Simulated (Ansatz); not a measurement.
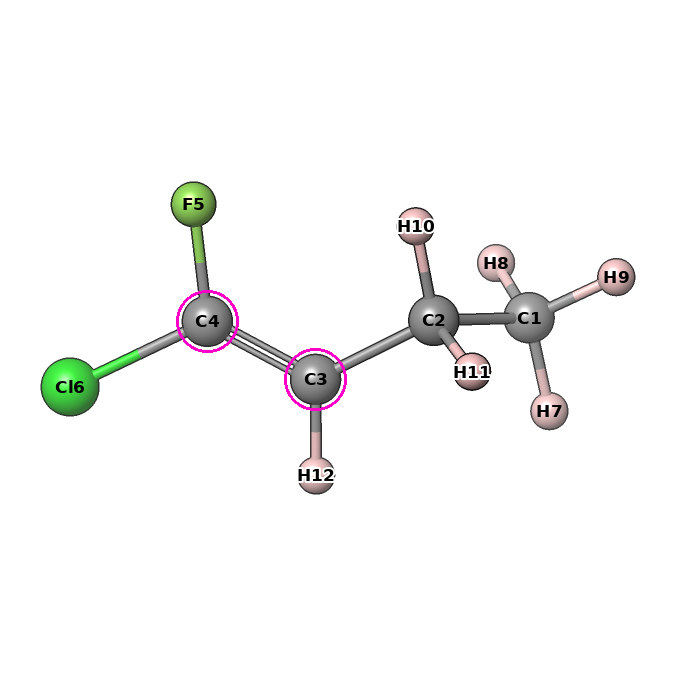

Atoms fade into the background with distance from the viewer. Circles mark the stereogenic atoms. The computed structure is the end point of a PBE-D4/def2-SVP optimisation. No frequency run is at hand to confirm it as a minimum.

> Give the R/S and E/Z labels.

C3=C4: E.

> Give a SMILES with the stereochemistry.

CC/C=C(\F)Cl
